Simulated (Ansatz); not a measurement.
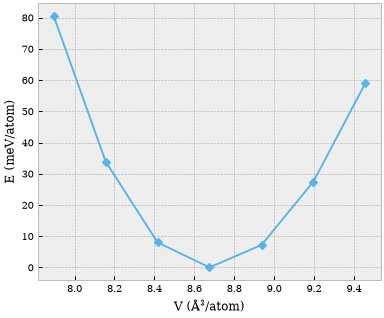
Figure. B2Ru in space group Pmmn (No. 59; B on 4e, Ru on 2a) under volume change, DFT-LDA in the program Ansatz with PAW potentials, shape and atoms relaxed at each volume.

**Question.** What does a third-order Birch–Murnaghan fit give for V₀, B₀ and B′?

**Answer.** V₀ = 8.68 Å³/atom, B₀ = 312 GPa, B′ = 4.2.

The first step of the workflow began from a Materials Project structure, measured or hypothetical; the Crystallography Open Database files this formula in space group No. 59, but the cells were not matched. Whether it is the stable phase at ambient conditions was not checked. The cell was relaxed with LDA under the symmetry of its start; whether a distortion lowers the energy is not shown. No spin polarisation was allowed.

Potentials: the later of the program's two PAW sets.
